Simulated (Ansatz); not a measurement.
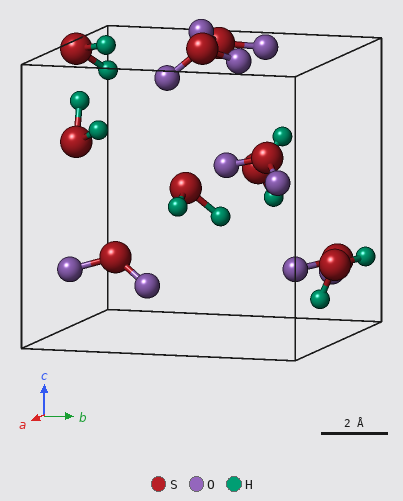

Starting frame of a dynamics run of a periodic cell with 5 SO2 + 5 SH2 at 1.216 g/cm³. It starts from the last geometry of an earlier run, with fresh velocities. A ball-and-stick model of the simulation cell, seen slightly off an axis.

Level of theory: DFT PBE-D3(BJ), scalar-relativistic, plane waves, PAW in Ansatz.

Input file:
```yaml
crystal:
  lattice:
    - [8.75034, 0.0, 0.0]
    - [0.0, 8.75034, 0.0]
    - [0.0, 0.0, 8.75034]
  atoms:
    - { symbol: S, position: [0.07860296, 0.42811124, 0.96458404] }
    - { symbol: O, position: [0.23839297, 0.41384346, 1.02587609] }
    - { symbol: O, position: [0.0113622, 0.57669784, 0.94746066] }
    - { symbol: S, position: [0.64814431, 0.54709604, 1.02797058] }
    - { symbol: O, position: [0.52313505, 0.64048794, 0.97170851] }
    - { symbol: O, position: [0.66556397, 0.42413618, 0.92191659] }
    - { symbol: S, position: [-0.04853737, 0.88005233, 0.69973052] }
    - { symbol: O, position: [-0.0702742, 0.72435468, 0.66384978] }
    - { symbol: O, position: [0.08181039, 0.95917377, 0.63220311] }
    - { symbol: S, position: [0.86685187, 0.29863523, 0.31305658] }
    - { symbol: O, position: [0.90903235, 0.42809129, 0.22400576] }
    - { symbol: O, position: [0.90740927, 0.14515622, 0.2691202] }
    - { symbol: S, position: [0.07374261, 0.85964997, 0.22032291] }
    - { symbol: O, position: [-0.07333917, 0.7926254, 0.15420588] }
    - { symbol: O, position: [0.19142141, 0.74295219, 0.19681079] }
    - { symbol: S, position: [0.64703918, 0.08597812, 0.68004837] }
    - { symbol: H, position: [0.72476646, 0.19179842, 0.73643463] }
    - { symbol: H, position: [0.57142235, 0.07481528, 0.81364426] }
    - { symbol: S, position: [0.2087197, 0.34768084, 0.46802277] }
    - { symbol: H, position: [0.14107414, 0.45359588, 0.36345991] }
    - { symbol: H, position: [0.34955994, 0.36293853, 0.42230747] }
    - { symbol: S, position: [0.44011752, 0.68516655, 0.58485808] }
    - { symbol: H, position: [0.35699542, 0.71600045, 0.47307601] }
    - { symbol: H, position: [0.3526989, 0.74658226, 0.68702957] }
    - { symbol: S, position: [0.27514772, -0.03160884, 0.95157047] }
    - { symbol: H, position: [0.35245884, 0.10146019, 0.98092286] }
    - { symbol: H, position: [0.17316745, 0.05245259, 0.86588597] }
    - { symbol: S, position: [0.49901319, 0.98465854, 0.26536022] }
    - { symbol: H, position: [0.47436092, 0.92244058, 0.13821865] }
    - { symbol: H, position: [0.36260238, 1.05356669, 0.27909779] }
basis:
  ecutwfc: 420.0
kpoints:
  mp_grid: { grid: [1, 1, 1] }
hamiltonian:
  xc: pbe
  dispersion: d3bj
scf:
  occupations: { method: fermi_dirac, width: 0.05 }
  lower_state_search: "off"
md:
  timestep: 0.5
  n_steps: 160
  ensemble: npt_langevin
  temperature: 1000.0
  initial_velocities: maxwell_boltzmann
  seed: 241831
  friction: 0.02
  pressure: 0.0
  fix_cell: [shape]
  masses: [{ species: H, mass: 2.014 }]
```

Run as
```bash
ansatz run input.yaml --threads 1 --pin off --max-ram 3072MiB --backend cpu --events-out ev --progress --plain --runs-dir out
```

Q: Predict how the run goes.

A: Over the second half the temperature averages 838 K (spread ±92 K). The potential energy in the second half lies on average 2.8 meV per atom below the first frame. The mean pressure there is 0.3 GPa. The volume ends +10.8 % from the start. Root-mean-square distances from the starting positions over the second half, with the common drift of all atoms taken out: H 0.80 Å, O 0.51 Å, S 0.43 Å. The heavy atoms stay within a fraction of a molecule's size of their starting places; so short a run doesn't tell a liquid from a solid.

Along the run (each row but the first and the last is the mean over the interval that it begins):

```csv
time (fs),potential energy (meV/atom),T (K),p (GPa)
0.0,0.0,967,2.5
13.0,-6.8,970,-0.3
26.0,-13.5,1006,1.4
39.0,-3.9,908,-0.2
52.0,-4.3,837,-0.5
65.0,-2.4,802,2.1
78.0,4.2,703,-0.7
```

The paths of the atoms:

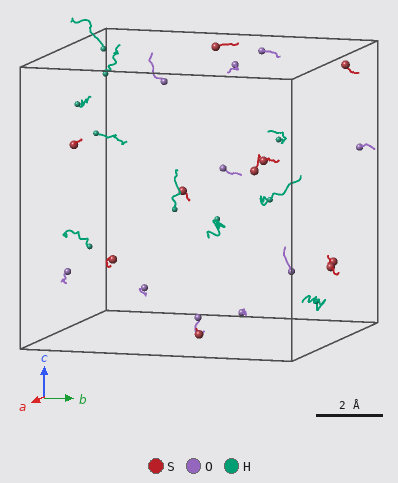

Limits of the set-up: masses were changed (H 2.014 u), which shifts the vibrations.
